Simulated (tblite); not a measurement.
## C$_{3}$H$_{8}$GeS$_{2}$: geometry relaxation (part 2 of 2)

Continued. System: C$_{3}$H$_{8}$GeS$_{2}$. Method: GFN2-xTB geometry optimisation, gas phase (tblite 0.8.0). 

Geometry of the input (Å):
```
C  -1.6482  0.6756  0.7096
Ge -1.3613  -1.0680  -0.0899
S  0.6874  -1.8102  0.4477
C  1.5014  -0.6209  -0.6391
C  1.9294  0.7048  -0.0910
S  1.8332  -1.0137  -1.9764
H  -1.4564  0.6334  1.7968
H  -0.9726  1.4246  0.2459
H  -2.7043  0.9806  0.5407
H  -1.5068  -0.9815  -1.6161
H  -2.4131  -2.0651  0.4748
H  1.4616  1.5183  -0.6914
H  3.0314  0.8037  -0.1352
H  1.6176  0.8178  0.9568
```

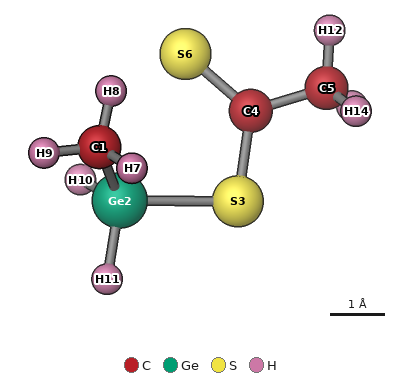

*The geometry at step 75 of the log (ball-and-stick view, seen at a tilt; atoms are numbered from 1 in the order of the input).*

## Trajectory as extended XYZ, continued
```
14
Properties=species:S:1:pos:R:3:forces:R:3 step=41 energy=-514.61333
C    -1.8792    0.6877    0.6026    0.0120   0.0390   0.0080
Ge   -1.3862   -1.1289   -0.0095    0.1440  -0.0020   0.0250
S     0.7666   -1.6209    0.4736   -0.3470  -0.0050   0.1290
C     1.4532   -0.4480   -0.6597    0.1080   0.1820   0.0620
C     2.2477    0.6316   -0.0130    0.0520   0.0660   0.1360
S     1.2169   -0.5517   -2.2596    0.0230   0.0910  -0.0440
H    -1.7336    0.8493    1.6671    0.0280  -0.1750   0.0530
H    -1.3278    1.4650    0.0817    0.0660  -0.0350  -0.1320
H    -2.9339    0.8154    0.3818   -0.0650   0.0630   0.0010
H    -1.5464   -1.2639   -1.4934   -0.0170  -0.0170  -0.1120
H    -2.2431   -2.1712    0.6595    0.0720  -0.0660   0.0910
H     2.0641    1.5852   -0.5072    0.0860  -0.0620  -0.0990
H     3.3211    0.4361   -0.0258   -0.0290  -0.1210  -0.2750
H     1.9800    0.7139    1.0350   -0.1340   0.0410   0.1570
14
Properties=species:S:1:pos:R:3:forces:R:3 step=48 energy=-514.79199
C    -2.0205    0.6135    0.4844    0.0930  -0.0770   0.0170
Ge   -1.5114   -1.2395   -0.0180   -0.1030   0.0780  -0.0180
S     0.6705   -1.3162    0.5610   -0.0410  -0.0730   0.0190
C     1.3685   -0.1706   -0.5719    0.0900   0.1450   0.1900
C     2.5024    0.6190    0.0131   -0.1680  -0.2200  -0.0100
S     0.8518    0.0070   -2.1068   -0.0130   0.0760   0.1630
H    -1.8107    0.8128    1.5336    0.0030  -0.1320   0.0330
H    -1.4264    1.3160   -0.0999   -0.1360  -0.0220  -0.0710
H    -3.0761    0.7891    0.3120   -0.0080   0.0420  -0.0940
H    -1.6998   -1.5211   -1.4981    0.0130  -0.0630   0.2110
H    -2.2243   -2.3204    0.8230    0.2960   0.2800  -0.2290
H     2.5992    1.5823   -0.4861    0.0090  -0.1130  -0.0280
H     3.4383    0.0662   -0.0955   -0.0510   0.0270  -0.0920
H     2.3378    0.7614    1.0823    0.0170   0.0520  -0.0920
14
Properties=species:S:1:pos:R:3:forces:R:3 step=54 energy=-514.87052
C    -2.0967    0.5910    0.4276   -0.0280   0.1470  -0.0420
Ge   -1.5170   -1.2234   -0.0341    0.0060   0.0020  -0.1630
S     0.6203   -1.2138    0.6123    0.2640   0.1500  -0.1550
C     1.3076   -0.0414   -0.4982    0.2080  -0.1690  -0.0200
C     2.5749    0.5689    0.0103   -0.0540  -0.1400   0.0550
S     0.6994    0.2704   -1.9853   -0.0040   0.0210   0.4060
H    -1.8600    0.7668    1.4761   -0.0950   0.0740  -0.0230
H    -1.5361    1.2972   -0.1807    0.0290   0.0720   0.0250
H    -3.1506    0.7752    0.2506   -0.0350  -0.1000   0.0660
H    -1.7120   -1.6261   -1.4660    0.0400  -0.0560  -0.0090
H    -2.0448   -2.2962    0.8705   -0.1320  -0.0760   0.0510
H     2.7907    1.5081   -0.4873   -0.0340   0.0350  -0.1360
H     3.4200   -0.1085   -0.1465   -0.1420   0.0040  -0.0960
H     2.5037    0.7315    1.0838   -0.0250   0.0370   0.0400
14
Properties=species:S:1:pos:R:3:forces:R:3 step=61 energy=-514.93997
C    -2.1528    0.5964    0.3695   -0.0080   0.0050   0.0300
Ge   -1.4602   -1.1968   -0.0511    0.0520   0.0030   0.0630
S     0.6953   -1.2268    0.6250   -0.1000  -0.0100  -0.0130
C     1.3212    0.0122   -0.4172   -0.0190  -0.1520   0.0490
C     2.6468    0.5356    0.0026   -0.0400  -0.0040   0.0080
S     0.5434    0.4811   -1.7723    0.0190   0.1140  -0.0100
H    -1.9702    0.8014    1.4226   -0.0190   0.0460  -0.0070
H    -1.6506    1.3502   -0.2319   -0.1060   0.0210   0.0430
H    -3.2220    0.6422    0.1865    0.0340   0.0270  -0.0250
H    -1.7003   -1.6931   -1.4479    0.1070  -0.0360  -0.0310
H    -1.9989   -2.2280    0.9094   -0.0860  -0.0590   0.0030
H     2.8961    1.4455   -0.5382    0.0060  -0.0290   0.0190
H     3.3949   -0.2272   -0.2037    0.1470  -0.0090  -0.0560
H     2.6566    0.7068    1.0798    0.0140   0.0830  -0.0720
14
Properties=species:S:1:pos:R:3:forces:R:3 step=68 energy=-514.96127
C    -2.1834    0.6045    0.3610   -0.0540   0.0020  -0.0130
Ge   -1.4495   -1.1854   -0.0449   -0.0100   0.0310   0.0940
S     0.6995   -1.2461    0.6388    0.0120   0.0400  -0.0350
C     1.3302    0.0033   -0.3855    0.0350  -0.0420   0.0160
C     2.6804    0.5030   -0.0160    0.0130   0.0640   0.0550
S     0.5135    0.5868   -1.6730   -0.0350  -0.0210  -0.0480
H    -2.0226    0.8338    1.4132   -0.0260  -0.0400  -0.0240
H    -1.7267    1.3862   -0.2394    0.0100  -0.0540   0.0020
H    -3.2492    0.6030    0.1588   -0.0430   0.0040   0.0410
H    -1.6361   -1.7335   -1.4330    0.0760   0.0550  -0.0350
H    -2.0199   -2.2220    0.9027   -0.0350   0.0200  -0.0120
H     2.9113    1.4081   -0.5742    0.0220  -0.0430  -0.0120
H     3.4366   -0.2532   -0.2292   -0.0140  -0.0130  -0.0120
H     2.7153    0.7109    1.0537    0.0470  -0.0040  -0.0160
14
Properties=species:S:1:pos:R:3:forces:R:3 step=75 energy=-514.97341
C    -2.2428    0.5921    0.3505    0.0330  -0.0100   0.0210
Ge   -1.4441   -1.1718   -0.0218   -0.0320  -0.0410  -0.0160
S     0.7076   -1.2164    0.6632   -0.0640   0.0090   0.0420
C     1.3367    0.0266   -0.3644    0.0660   0.0500   0.0540
C     2.7126    0.4826   -0.0278    0.0860  -0.0810  -0.0650
S     0.4963    0.6646   -1.6119    0.0180  -0.0510  -0.0230
H    -2.0874    0.8320    1.3977   -0.0020   0.0290   0.0900
H    -1.7910    1.3675   -0.2564   -0.0110   0.0620  -0.0310
H    -3.3079    0.5739    0.1556   -0.0720  -0.0440  -0.0270
H    -1.5366   -1.7023   -1.4282    0.0060   0.0200   0.0250
H    -2.0443   -2.2070    0.9102    0.0330  -0.0140  -0.0580
H     2.9661    1.3582   -0.6170    0.0170   0.0870   0.0030
H     3.4366   -0.3031   -0.2527   -0.0500  -0.0360   0.0100
H     2.7974    0.7027    1.0360   -0.0300   0.0190  -0.0270
14
Properties=species:S:1:pos:R:3:forces:R:3 step=82 energy=-514.99035
C    -2.3453    0.5861    0.3539    0.0240  -0.0350  -0.0310
Ge   -1.4344   -1.1314    0.0033   -0.0080   0.0620  -0.0390
S     0.6824   -1.0675    0.7725    0.0090  -0.0200   0.0220
C     1.3551    0.0848   -0.3339   -0.0070   0.0900   0.0150
C     2.7792    0.4254   -0.0686   -0.0270  -0.0070   0.0140
S     0.5071    0.7548   -1.5588    0.0190  -0.0590  -0.0020
H    -2.2076    0.8592    1.3987   -0.0400  -0.0220  -0.0240
H    -1.9309    1.3715   -0.2705   -0.0600   0.0310   0.0060
H    -3.4074    0.4899    0.1467    0.0430   0.0170   0.0260
H    -1.3889   -1.6443   -1.4110   -0.0400   0.0290   0.0200
H    -2.0156   -2.2198    0.8755    0.0070  -0.0460   0.0010
H     3.1005    1.2752   -0.6676   -0.0360  -0.0890  -0.0540
H     3.3984   -0.4444   -0.2937    0.0560   0.0670  -0.0040
H     2.9067    0.6601    0.9865    0.0600  -0.0190   0.0500
14
Properties=species:S:1:pos:R:3:forces:R:3 step=88 energy=-514.99750
C    -2.4065    0.5836    0.3474   -0.0400  -0.0060  -0.0010
Ge   -1.4178   -1.0891    0.0151    0.0150  -0.0080   0.0200
S     0.6760   -0.9916    0.8409    0.0110  -0.0020   0.0410
C     1.3689    0.1210   -0.2933   -0.0100  -0.0680   0.0000
C     2.8173    0.3845   -0.0864   -0.0080   0.0470   0.0060
S     0.5152    0.8019   -1.5079    0.0200  -0.0030   0.0040
H    -2.2972    0.8655    1.3926   -0.0050  -0.0020  -0.0080
H    -2.0445    1.3943   -0.2772   -0.0110  -0.0070   0.0040
H    -3.4598    0.4213    0.1394    0.0000   0.0250   0.0050
H    -1.3043   -1.5853   -1.3954   -0.0460  -0.0010  -0.0610
H    -1.9907   -2.2168    0.8481    0.0090   0.0080   0.0000
H     3.1499    1.1967   -0.7283    0.0130  -0.0010   0.0150
H     3.3882   -0.5145   -0.3212    0.0120   0.0010  -0.0020
H     3.0045    0.6280    0.9592    0.0410   0.0160  -0.0230
14
Properties=species:S:1:pos:R:3:forces:R:3 step=95 energy=-515.00021
C    -2.4086    0.5832    0.3483   -0.0150  -0.0010   0.0020
Ge   -1.4187   -1.0901    0.0085    0.0020   0.0060   0.0080
S     0.6776   -1.0042    0.8478   -0.0020   0.0090  -0.0130
C     1.3757    0.1062   -0.2843   -0.0050  -0.0040   0.0060
C     2.8213    0.3918   -0.0828    0.0050  -0.0070   0.0050
S     0.5222    0.7777   -1.5051   -0.0020   0.0010  -0.0090
H    -2.2956    0.8609    1.3943   -0.0070   0.0070  -0.0130
H    -2.0479    1.3954   -0.2754    0.0060  -0.0080   0.0130
H    -3.4633    0.4288    0.1419    0.0040  -0.0100   0.0080
H    -1.3374   -1.5795   -1.4100   -0.0070  -0.0010  -0.0110
H    -1.9892   -2.2196    0.8421    0.0040   0.0090   0.0010
H     3.1390    1.2048   -0.7307    0.0050   0.0010  -0.0060
H     3.4018   -0.5008   -0.3187    0.0220  -0.0060  -0.0060
H     3.0224    0.6449    0.9572   -0.0110   0.0040   0.0130
14
Properties=species:S:1:pos:R:3:forces:R:3 step=102 energy=-515.00054
C    -2.4073    0.5837    0.3514   -0.0070   0.0010   0.0010
Ge   -1.4202   -1.0904    0.0079    0.0000   0.0070   0.0010
S     0.6773   -1.0064    0.8425    0.0030   0.0020  -0.0050
C     1.3778    0.1001   -0.2911    0.0070  -0.0040  -0.0030
C     2.8211    0.3938   -0.0804    0.0030  -0.0020   0.0020
S     0.5275    0.7618   -1.5199    0.0060   0.0040   0.0010
H    -2.2953    0.8644    1.3965    0.0010  -0.0070  -0.0010
H    -2.0435    1.3949   -0.2716   -0.0060  -0.0040   0.0010
H    -3.4621    0.4295    0.1454    0.0050   0.0000  -0.0020
H    -1.3495   -1.5770   -1.4127   -0.0040  -0.0010   0.0000
H    -1.9876   -2.2196    0.8428   -0.0020   0.0020   0.0050
H     3.1373    1.2102   -0.7252    0.0020   0.0010   0.0020
H     3.4128   -0.4926   -0.3148   -0.0060   0.0020   0.0050
H     3.0112    0.6471    0.9622   -0.0020  -0.0010  -0.0080
```

## Results in brief

- outcome: converged
- total energy: −515.0005 eV
- hardware: 1 CPU thread, shared host
- wall time: 1.3 s
- peak memory: 0.18 GiB
